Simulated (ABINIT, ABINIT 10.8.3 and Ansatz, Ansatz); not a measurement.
# Excitons of Ba2ScCuO4 (P4/mmm): kernels and approximations

Aim: the absorption spectrum of Ba2ScCuO4 (P4/mmm) with electron-hole interaction, and what each part of the kernel does.

Main program and level: ABINIT 10.8.3 and Ansatz 0.2.0; PBEsol and many-body steps on it, plane waves.

In doubt: a PseudoDojo file used here is known to give poor structures and forces, which bears on pressures, cells, forces and phonons.

### 1. The starting structure

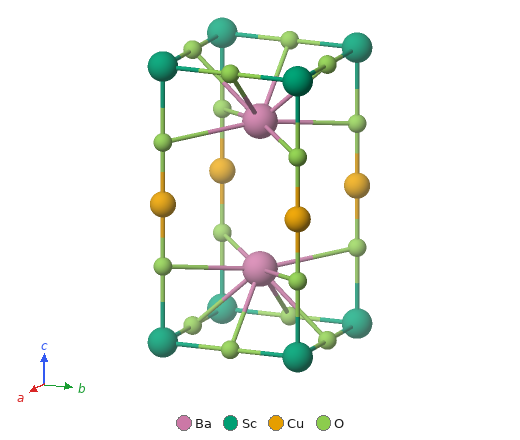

The starting structure, seen slightly off an axis (barium pink, scandium teal, copper orange, oxygen green). Some periodic images of atoms are drawn too.

The cell and positions are those that the Materials Project relaxed with its own functionals (PBE, PBE+U or r2SCAN), kept fixed. Spin-orbit coupling is left out unless a step names it.

### 2. Empty states on the mesh, 2×2×1 mesh, 116 bands

This step: ABINIT 10.8.3; DFT, PBEsol, plane waves, norm-conserving pseudopotentials.

The sums over transitions need many empty states on a uniform mesh; this step solves for them.

Contents of run.abi:

```
acell 3*1.0 Angstrom
rprim 
  4.176956000000 0.000000000000 0.000000000000
  0.000000000000 4.176956000000 0.000000000000
  0.000000000000 0.000000000000 8.078857000000
ntypat 4
znucl 56 21 29 8
natom 8
typat 1 1 2 3 4 4 4 4
xred 
  0.500000000000 0.500000000000 0.767977000000
  0.500000000000 0.500000000000 0.232023000000
  0.000000000000 0.000000000000 0.000000000000
  0.000000000000 0.000000000000 0.500000000000
  0.000000000000 0.500000000000 0.000000000000
  0.500000000000 0.000000000000 0.000000000000
  0.000000000000 0.000000000000 0.724671000000
  0.000000000000 0.000000000000 0.275329000000
pp_dirpath "pseudos"
pseudos "Ba.upf, Sc.upf, Cu.upf, O.upf"
ecut 42
ngkpt 2 2 1
nshiftk 1
shiftk 0 0 0
kptopt 1
chksymbreak 0
iscf -2
irdden 1
istwfk *1
nband 116
nbdbuf 10
tolwfr 1e-09
nstep 60
prtvol 0
indata_prefix "in"
outdata_prefix "out"
tmpdata_prefix "tmp"
```

Started as:

```sh
$ OMP_NUM_THREADS=1 mpirun -n 4 abinit run.abi > log
```

Numbers of over 12 decimals in the logs are rounded to 6 here.

Output:

```text
.Version 10.8.3 of ABINIT. v10.8.2 released Aug 2026.

 Symmetries : space group P4/m m m (#123); Bravais tP (primitive tetrag.)
[... echo of the input left out ...]
== DATASET  1 ==================================================================
-   mpi_nproc: 4, omp_nthreads: 1 (-1 if OMP is not activated)
-    --> not optimal distribution: autoparal keyword recommended in input file <--

--- !DatasetInfo
iteration_state: {dtset: 1, }
dimensions: {natom: 8, nkpt: 3, mband: 116, nsppol: 1, nspinor: 1, nspden: 1, mpw: 12409, }
cutoff_energies: {ecut:  42.0, pawecutdg:  -1.0, }
[...]
1.20907    1.22670    1.24760    1.25462    1.25583    1.25583    1.26293    1.28224
   1.28224    1.32275    1.32275    1.33839    1.34451    1.35264    1.35942    1.36042
   1.36042    1.36457    1.37230    1.37231
 prteigrs : prtvol=0 or 1, do not print more k-points.

== END DATASET(S) ==============================================================
================================================================================

 -outvars: echo values of variables after computation  --------
            nband         116
             nkpt           3
          spgroup         123
 [... the other variables as echoed above ...]

 Calculation completed.
```

It took 53 s on 4 MPI ranks of Arm Neoverse V1, shared host; peak memory 0.45 GiB; 3.5 min of CPU time.

This step gave:

```
gap                                                           : 1.956 eV
k of the valence top                                          : 0.5, 0.5, 0
k of the conduction bottom                                    : 0.5, 0, 0
least direct gap                                              : 1.995 eV
k points computed                                             : 3
lowest point of the top converged band, above the valence top : 29.14 eV
```

On this mesh the gap is 1.956 eV.

The density comes from a self-consistent run that is not shown.

### 3. Screening, 2×2×1 mesh, 106 bands, screening to 98 eV

The RPA dielectric matrix is built and inverted for each q.

This step: RPA screening on PBEsol, plane waves, norm-conserving pseudopotentials.

run.abi, as its differences from that of step 2:

```diff
@@ -26,10 +26,11 @@
 chksymbreak 0
-iscf -2
-irdden 1
 istwfk *1
-nband 116
-nbdbuf 10
-tolwfr 1e-09
-nstep 60
-prtvol 0
+occopt 1
+irdwfk 1
+optdriver 3
+nband 106
+ecuteps 3.6
+inclvkb 2
+awtr 1
+symchi 1
 indata_prefix "in"
```

Output:

```text
.Version 10.8.3 of ABINIT. v10.8.2 released Aug 2026.

 Symmetries : space group P4/m m m (#123); Bravais tP (primitive tetrag.)
[... echo of the input left out ...]
== DATASET  1 ==================================================================
-   mpi_nproc: 4, omp_nthreads: 1 (-1 if OMP is not activated)

--- !DatasetInfo
iteration_state: {dtset: 1, }
dimensions: {natom: 8, nkpt: 3, mband: 106, nsppol: 1, nspinor: 1, nspden: 1, mpw: 12409, }
cutoff_energies: {ecut:  42.0, pawecutdg:  -1.0, }
[...]
--------------------------------------------------------------------------------
[... chi0 elements left out ...]
 For q-point:  0.000010 0.000020 0.000030
  dielectric constant =   5.1998
  dielectric constant without local fields =   5.8107

  Average fulfillment of the sum rule on Im[epsilon] for q-point    1 :     40.94  [%]
[... wings left out ...]
  q-point number  2        q = ( 0.500000, 0.000000, 0.000000) [r.l.u.]
--------------------------------------------------------------------------------
[... chi0 elements left out ...]
  Average fulfillment of the sum rule on Im[epsilon] for q-point    2 :     43.49  [%]

 [... 1 further q-points ...]
```

Wall time 36 s (4 MPI ranks); peak memory 1.4 GiB.

Numbers from this step:

- ε∞ with local fields, on this mesh, along the program's q direction: 5.200
- the same without local fields: 5.811
- plasma frequency: 26.91 eV
- plane waves in the screening matrix: 313

Local fields lower ε∞ by 11 %. On a Γ-centred mesh this coarse the value itself is usually too large, while a short band sum pulls it down.

### 4. Self-energy, 2×2×1 mesh, 106 bands, screening to 98 eV

The self-energy is evaluated for the states that the input lists, and the levels follow from it, in one-shot runs by the linearised quasiparticle equation.

This step: G0W0 on PBEsol, plane waves, norm-conserving pseudopotentials.

run.abi, as its differences from that of step 3:

```diff
@@ -29,8 +29,19 @@
 irdwfk 1
-optdriver 3
+optdriver 4
 nband 106
+gwcalctyp 0
+ecutsigx 42
+symsigma 1
+nkptgw 3
+kptgw 
+  0.5000000000 0.5000000000 0.0000000000
+  0.5000000000 0.0000000000 0.0000000000
+  0.0000000000 0.0000000000 0.0000000000
+bdgw 
+  36 39
+  36 39
+  36 39
 ecuteps 3.6
-inclvkb 2
-awtr 1
-symchi 1
+irdscr 1
+ppmodel 1
 indata_prefix "in"
```

Output:

```text
.Version 10.8.3 of ABINIT. v10.8.2 released Aug 2026.

 Symmetries : space group P4/m m m (#123); Bravais tP (primitive tetrag.)
[... echo of the input left out ...]
== DATASET  1 ==================================================================
-   mpi_nproc: 4, omp_nthreads: 1 (-1 if OMP is not activated)

--- !DatasetInfo
iteration_state: {dtset: 1, }
dimensions: {natom: 8, nkpt: 3, mband: 106, nsppol: 1, nspinor: 1, nspden: 1, mpw: 12409, }
cutoff_energies: {ecut:  42.0, pawecutdg:  -1.0, }
[...]
Minimum direct gap =   2.8374 [eV], located at k-point      :   0.5000  0.0000  0.0000
   Fundamental gap    =   2.8188 [eV], Top of valence bands at :   0.5000  0.5000  0.0000
                                       Bottom of conduction at :   0.5000  0.0000  0.0000

== END DATASET(S) ==============================================================
================================================================================

 -outvars: echo values of variables after computation  --------
           etotal      0.0000000000E+00
            nband         106
             nkpt           3
          spgroup         123
 [... the other variables as echoed above ...]

 Calculation completed.
```

It took 13 s on 4 MPI ranks; peak memory 1 GiB.

This step gave:

- G0W0 gap on the points computed: 2.819 eV
- starting gap on the mesh: 1.956 eV
- k of the valence top: 0.5, 0.5, 0
- k of the conduction bottom: 0.5, 0, 0
- least direct G0W0 gap on the computed points: 2.837 eV

The gap on the mesh goes from 1.96 eV to 2.82 eV, a correction of +0.86 eV.

The gap opens by 0.863 eV; the next steps shift the empty bands rigidly by 0.863 eV.

### 5. Excitons

Optical absorption needs the electron-hole interaction, solved here in a basis of vertical transitions on the mesh.

This step: Bethe-Salpeter equation on PBEsol with a scissors shift, plane waves, norm-conserving pseudopotentials.

run.abi, as its differences from that of step 4:

```diff
@@ -29,19 +29,17 @@
 irdwfk 1
-optdriver 4
-nband 106
-gwcalctyp 0
-ecutsigx 42
-symsigma 1
-nkptgw 3
-kptgw 
-  0.5000000000 0.5000000000 0.0000000000
-  0.5000000000 0.0000000000 0.0000000000
-  0.0000000000 0.0000000000 0.0000000000
-bdgw 
-  36 39
-  36 39
-  36 39
+optdriver 99
+bs_calctype 1
+mbpt_sciss 0.863 eV
+bs_loband 21
+nband 50
+bs_exchange_term 1
+bs_coulomb_term 11
+bs_coupling 0
+bs_algorithm 1
+bs_freq_mesh 0 9 0.05 eV
+zcut 0.15 eV
 ecuteps 3.6
+ecutwfn 21
+inclvkb 2
 irdscr 1
-ppmodel 1
 indata_prefix "in"
```

Output:

```text
.Version 10.8.3 of ABINIT. v10.8.2 released Aug 2026.

 Symmetries : space group P4/m m m (#123); Bravais tP (primitive tetrag.)
[... echo of the input left out ...]
== DATASET  1 ==================================================================
-   mpi_nproc: 4, omp_nthreads: 1 (-1 if OMP is not activated)

--- !DatasetInfo
iteration_state: {dtset: 1, }
dimensions: {natom: 8, nkpt: 3, mband: 50, nsppol: 1, nspinor: 1, nspden: 1, mpw: 4408, }
cutoff_energies: {ecut:  21.0, pawecutdg:  -1.0, }
electrons: {nelect:   7.40000000E+01, charge:   0.00000000E+00, occopt:   1.00000000E+00, tsmear:   1.00000000E-02, }

 Exciton: Calculation of dielectric properties by solving the Bethe-Salpeter equation
 in frequency domain and reciprocal space on a transitions basis set.
 Based on a program developed by L. Reining, V. Olevano, F. Sottile,
 S. Albrecht, and G. Onida. Incorporated in ABINIT by M. Giantomassi.

.Using double precision arithmetic ; gwpc =  8

[... cell and pseudopotentials left out ...]
--------------------------------------------------------------------------------

 ==== K-mesh for the wavefunctions ====
 Number of points in the irreducible wedge :     3
[... list of points left out ...]
 Together with 16 symmetry operations and time-reversal symmetry
 yields     4 points in the full Brillouin Zone.

 ==== Q-mesh for the screening function ====
 Number of points in the irreducible wedge :     3
[... list of points left out ...]
 Together with 16 symmetry operations and time-reversal symmetry
 yields     4 points in the full Brillouin Zone.

 vcoul_init : cutoff-mode = AUXILIARY_FUNCTION
 q-points for optical limit:   1
     1)      0.000010    0.000020    0.000030
 setmesh: FFT mesh size selected  =    24x   24x   45
          total number of points  =        25920

 ==== Fundamental parameters for the solution of the Bethe-Salpeter equation: ====
 Algorithm: Direct diagonalization.
 Dimension of the v, W matrices,  npweps  = 313
 Cutoff for the wavefunctions,    npwwfn  = 4379
 Number of k-points in the IBZ,   nkibz   = 3
 Highest empty band included,     nband   = 50
 === Spin UP ===
 Number of resonant transitions          884
 Lowest occupied state                   21
 Highest occupied state                  37
 Lowest unoccupied state                 38
 Highest unoccupied state                50
 Minimum frequency [eV]           Emin    =   0.00
 Maximum frequency [eV]           Emax    =   9.00
 Frequency step [eV]              dE      =   0.05
 Lorentzian broadening [eV]       eta     =   0.15
 RPA L0 with KS energies and KS wavefunctions
 Scissors operator energy [eV] =          0.86
 Local fields effects (v term) included
 Excitonic effects (W term) included
 Full W_GG' included
 W is read from an external SCR file
 Resonant-only calculation (Hermitian case)

 Calculating epsilon_Macro(q-->0,w), along the following directions:
 q = (  1.256258  0.000000  0.000000) [r.l.u.]
 q = (  0.000000  1.256258  0.000000) [r.l.u.]
 q = (  0.000000  0.000000  2.429791) [r.l.u.]
 q = (  1.256258  0.000000  0.000000) [r.l.u.]
 q = (  0.000000  1.256258  0.000000) [r.l.u.]
 q = (  0.000000  0.000000  2.429791) [r.l.u.]
 Number of electrons calculated from density =   73.8835; Expected =   74.0000
 average of density, n =  0.077675
 r_s =    1.4539
 omega_plasma =   26.8841 [eV]

. Writing resonant excitonic Hamiltonian on file out_BSR; file size=   0.01 [Gb].
 Direct diagonalization of the resonant excitonic Hamiltonian, Matrix size= 884
. Using LAPACK sequential version.
 Excitonic eigenvalues in eV up to n=   32
   1.81464   1.94086   1.94120   2.00239   2.11349   2.14916   2.48176   2.57800
   2.61637   2.62426   2.88000   2.88022   2.89396   2.93543   2.93611   3.02736
   3.13013   3.13156   3.18751   3.18825   3.19281   3.19528   3.19900   3.19913
   3.28702   3.28725   3.31279   3.31301   3.52966   3.52974   3.54389   3.54392

 First excitonic eigenvalue=    1.81 [eV]
 Last  excitonic eigenvalue=   14.33 [eV]

 GW  direct gap       2.86  0.00 [eV]
 EXC direct gap       1.81  0.00 [eV]
 EXC binding energy   1.04  0.00 [eV]

 Excitonic eigenvalues up to the GW energy gap [eV]
  1 (  1.81  0.00)
  2 (  1.94  0.00)
  3 (  1.94  0.00)
  4 (  2.00  0.00)
  5 (  2.11  0.00)
  6 (  2.15  0.00)
  7 (  2.48  0.00)
  8 (  2.58  0.00)
  9 (  2.62  0.00)
 10 (  2.62  0.00)

 Macroscopic dielectric function:
 omega [eV] <KS_RPA_nlf>  <GW_RPA_nlf>  <BSE>
   0.0000   4.7369   0.0000   4.1358   0.0000   4.9461   0.0000
   0.0500   4.7375   0.0034   4.1361   0.0018   4.9468   0.0038
   0.1000   4.7392   0.0069   4.1370   0.0035   4.9486   0.0076
   0.1500   4.7420   0.0104   4.1384   0.0053   4.9518   0.0114
   0.2000   4.7460   0.0139   4.1405   0.0070   4.9562   0.0153
   0.2500   4.7512   0.0174   4.1431   0.0088   4.9619   0.0192
   0.3000   4.7575   0.0210   4.1463   0.0106   4.9688   0.0231
   0.3500   4.7651   0.0247   4.1501   0.0124   4.9771   0.0272
   0.4000   4.7739   0.0285   4.1546   0.0143   4.9868   0.0313
   0.4500   4.7839   0.0323   4.1596   0.0161   4.9978   0.0355

 Writing KS-RPA macroscopic dielectric function without local fields to file: out_RPA_NLF_MDF
 Writing GW-RPA macroscopic dielectric function without local fields to file: out_GW_NLF_MDF
 Writing EXC Macroscopic dielectric function to file: out_EXC_MDF

== END DATASET(S) ==============================================================
================================================================================

 -outvars: echo values of variables after computation  --------
           etotal      0.0000000000E+00
            nband          50
             nkpt           3
          spgroup         123
 [... the other variables as echoed above ...]

 Calculation completed.
```

Run time: 56 s. Hardware: 4 MPI ranks; peak memory 0.57 GiB; 3.7 min of CPU time.

Numbers from this step:

- direct gap of the transition levels: 2.858 eV
- transitions in the window: 884
- first strong exciton (over a fiftieth of the strongest listed): 2.002 eV
- lowest state: 1.815 eV
- binding of the lowest state below the direct gap: 1.044 eV
- Coulomb term of one mesh cell: 0.9520 eV

The binding is 1.1 times the screened Coulomb term of one mesh cell (0.95 eV), so it is not shown settled.

The lowest state lies at 1.815 eV, 1.044 eV under the direct gap.

Lines within 3 meV are set at the lowest of them, and the highest group, which the list may cut short, is left out; lines within 3 meV are set at the lowest of them, and the highest group, which the list may cut short, is left out. Lines of the exciton spectrum (strongest = 100):

| position (eV) | lines merged | oscillator strength, relative |
| --- | --- | --- |
| 1.815 | 1 | 0.0 |
| 1.941 | 2 | 0.5 |
| 2.002 | 1 | 100 |
| 2.114 | 1 | 0.0 |
| 2.149 | 1 | 0.0 |
| 2.482 | 1 | 0.0 |
| 2.578 | 1 | 91 |
| 2.616 | 1 | 0.0 |
| 2.624 | 1 | 0.0 |
| 2.880 | 2 | 83 |
| 2.894 | 1 | 1.2 |

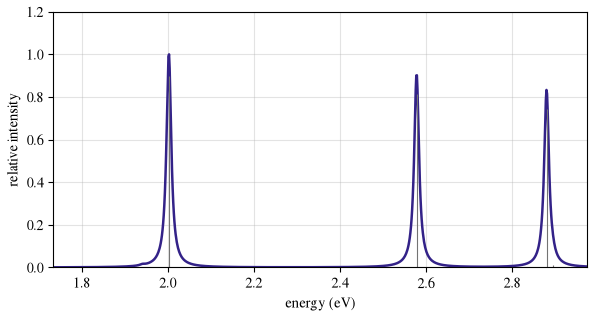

The exciton spectrum, broadened with Lorentzians of width 0.013 eV; bars mark the lines.

The ε₂ has structure finer than the step of the table below, so its rows give means over 0.5 eV, whole bins alone (the curve runs from 0 to 9 eV). Peaks (eV: height): BSE 3.25: 7.19, 3.65: 7.02, 5.00: 7.64, 6.30: 7.88, 8.15: 3.60; no electron-hole interaction 4.30: 7.11, 5.45: 3.18, 6.25: 6.88, 7.70: 6.67, 8.25: 4.12, 8.75: 4.92; Kohn-Sham, no shift 3.45: 7.12, 4.60: 3.18, 5.40: 6.87, 6.85: 6.67, 7.40: 4.13, 7.90: 4.96.

Mean over the three Cartesian directions of q; broadening 0.15 eV; transition window only. Limits: finite bands, cutoff and mesh; d shell near the gap, gap tends to lie low; no spin-orbit coupling; coarse k mesh; exciton not shown settled in the k mesh. The ε₂ by photon energy; means over each step:

| photon energy (eV) | BSE | no electron-hole interaction | Kohn-Sham, no shift |
| --- | --- | --- | --- |
| 0.5 | 0.0405 | 0.0181 | 0.0369 |
| 1.0 | 0.0980 | 0.0397 | 0.0898 |
| 1.5 | 0.247 | 0.0705 | 0.228 |
| 2.0 | 0.918 | 0.128 | 0.877 |
| 2.5 | 1.59 | 0.359 | 1.85 |
| 3.0 | 5.07 | 1.10 | 3.40 |
| 3.5 | 6.17 | 2.07 | 6.19 |
| 4.0 | 3.18 | 4.43 | 3.19 |
| 4.5 | 3.27 | 5.73 | 2.47 |
| 5.0 | 6.63 | 2.57 | 3.64 |
| 5.5 | 5.90 | 2.58 | 6.19 |
| 6.0 | 4.90 | 4.77 | 4.76 |
| 6.5 | 5.37 | 5.79 | 3.25 |
| 7.0 | 2.82 | 4.20 | 5.00 |
| 7.5 | 2.67 | 4.22 | 3.56 |
| 8.0 | 3.14 | 4.28 | 4.00 |
| 8.5 | 1.97 | 3.71 | 3.11 |

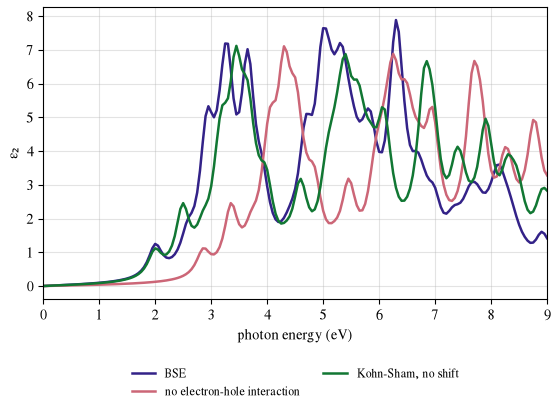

ε₂ against photon energy.

[end of part 1 of 3]

[Paths, hosts, dates, memory and timing lines, banners, echoed tables and standing remarks are left out of the program output.]

[Logs are printed without paths, hosts, clocks, repeated set-up lines and the standing remarks that a program may print on its own settings, such as how far it seeks lower states.]

[Runs of the session that timed out or met a known fault of the program may be left out.]

[Hosts, paths, dates, database ids (printed as entryN), source tags and the programs' standing remarks are cut or masked in the printed files.]

[G0W0 gaps are taken among the corrected bands and points alone; a level outside them can change the order at an edge.]

[Where Ansatz stands beside ABINIT at settings called matched, ABINIT's density can come from a denser mesh and the files from another edition; pairs whose starting gaps differed by over 0.03 eV were left out, so agreement reads better than it is.]
